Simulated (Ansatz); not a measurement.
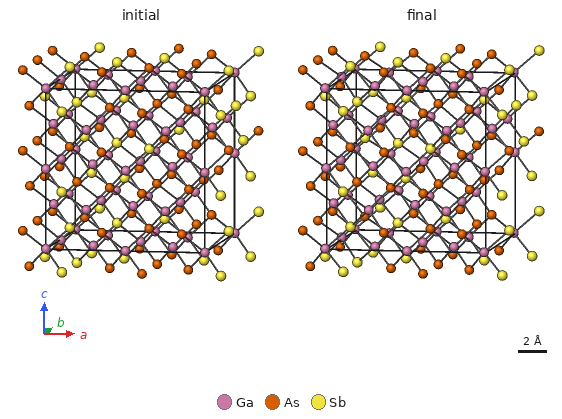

The structure of crystalline Ga32As20Sb12 (a generated structure, set up in P1) before (left) and after (right) a relaxation, at one scale.

A ball-and-stick model of the cell of the calculation (origin shifted), seen slightly off an axis.

Level of theory: Ansatz, DFT, PBEsol, PAW, plane waves. Set-up: plane-wave cutoff 420 eV; k-point mesh 1 × 1 × 1; mesh shifted by (0.25, 0.25, 0.25); no spin polarisation; cell relaxed at fixed shape; force threshold 0.03 eV/Å; at most 80 steps.

> Summarise the run.

Over 4 geometry steps the energy falls by 39.8 meV per atom. The largest force component goes from 1.8 to 0.01 eV/Å. The pressure goes from 0.61 to 0.00 GPa. A Ga atom moves most relative to the cell: 0.20 Å along +a. By element the largest moves are Ga 0.20 Å, As 0.12 Å, Sb 0.10 Å. Cell: a = b = c 11.665 → 11.661 Å (0.0 %). Volume −0.1 %. Among the contacts that change: Ga–Sb 2.450 → 2.641 Å, Ga–Sb 2.485 → 2.613 Å, As–Ga 2.571 → 2.452 Å, Ga–Sb 2.529 → 2.646 Å. Bond angles that change, for instance: Sb–Ga–Sb 112.0° → 103.9°, Ga–Sb–Ga 112.4° → 104.5°, As–Ga–Sb 107.9° → 115.3°. The space group stays P1 (No. 1).
